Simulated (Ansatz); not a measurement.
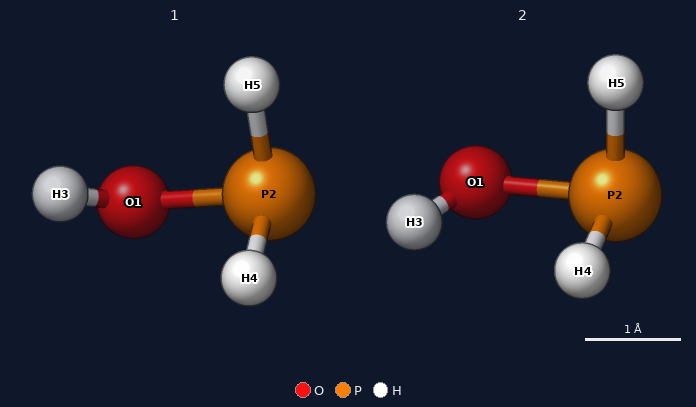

Two geometries of PH3O, drawn at one scale. One is the start of a relaxation, the other its converged end. The picture is a ball-and-stick view, seen from a free direction.

Computed with RHF/def2-TZVP (Ansatz). Settings: no spin polarisation; force threshold 0.015 eV/Å; at most 40 steps.

### Which one is relaxed?

Structure 1 is the relaxed one. The run prepares an end point of a later path (inversion) calculation, from a guessed geometry. The atom that moves furthest after the best rigid fit is H3 (0.30 Å). Largest moves by element: H 0.30 Å, O 0.22 Å, P 0.03 Å. Among the contacts that change: P2–H4 1.340 → 1.412 Å, O1–P2 1.662 → 1.622 Å, O1–H3 0.914 → 0.942 Å, P2–H5 1.406 → 1.412 Å. Among the angles between lasting bonds that change: P2–O1–H3 110.2° → 116.7°. Groups turn about O1–P2 by about 45°. The energy falls by 20.4 kJ/mol in 5 accepted moves (6 points after the start). The largest force component goes from 2 to 0.011 eV/Å. The line search rejected the trial step at point 2 of the run.
